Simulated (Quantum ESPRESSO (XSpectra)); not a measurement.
## The core hole at the O K edge of SiO2 (P2₁3)

```
CELL_PARAMETERS angstrom
      7.08175     0.00000     0.00000
      0.00000     7.08175     0.00000
      0.00000     0.00000     7.08175
ATOMIC_POSITIONS crystal
  Si 0.97798 0.52202 0.47798
  Si 0.52202 0.47798 0.97798
  Si 0.47798 0.97798 0.52202
  Si 0.02202 0.02202 0.02202
  Si 0.71676 0.78324 0.21676
  Si 0.78324 0.21676 0.71676
  Si 0.21676 0.71676 0.78324
  Si 0.28324 0.28324 0.28324
  O  0.86084 0.33646 0.53936
  O  0.63916 0.66354 0.03936
  O  0.36084 0.16354 0.46064
  O  0.13916 0.83646 0.96064
  O  0.53936 0.86084 0.33646
  O  0.03936 0.63916 0.66354
  O  0.46064 0.36084 0.16354
  O  0.96064 0.13916 0.83646
  O  0.33646 0.53936 0.86084
  O  0.66354 0.03936 0.63916
  O  0.16354 0.46064 0.36084
  O  0.83646 0.96064 0.13916
  O  0.15244 0.15244 0.15244
  O  0.34756 0.84756 0.65244
  O  0.65244 0.34756 0.84756
  O  0.84756 0.65244 0.34756
```

Geometry: Materials Project entry mp-8059 (a computed structure). The cell is the entry's, not relaxed again.

Absorber: atom 9, O on Wyckoff site b (site symmetry 1), with 2 Si at 1.61 Å.

Simulated with Quantum ESPRESSO (XSpectra): LDA, no, half or full core hole, dipole K-edge X-ray absorption, plane waves, Troullier-Martins potentials made with ld1.x, scalar-relativistic, no spin, constant broadening.

Full-hole run: 24-atom cell (absorber images 7.1 Å apart), 70 Ry, k meshes 2×2×2 (SCF) and 3×3×3 (spectrum), Lorentzian half width 0.5 eV. The ground-state test found a gap, so occupations are fixed and the excited electron is left out (charged cell on a uniform background); energies count from the highest occupied level. Field directions run: x; y; z, weighted by the site's symmetry in the crystal. Intensities are scaled to a mean of 1 over 0–35 eV.

The half-hole run shares these settings; the run without a hole takes the primitive cell with a 3×3×3 mesh.

```tsv
core hole	mean 0–10 eV	mean 10–20 eV	mean 20–30 eV	highest value below 30 eV
none (primitive cell)	0.38	1.69	0.91	2.5
half	0.65	1.45	0.87	2.7
full	1.07	1.06	0.88	3.7
```

From no hole to a full hole the mean over the first 10 eV goes from 0.38 through 0.65 to 1.07: the hole pulls absorption towards the edge. The cell size was not varied. Each run counts from its own energy zero.

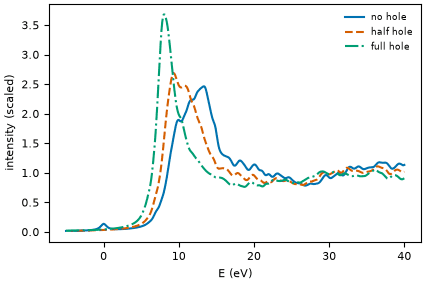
Figure. The three spectra
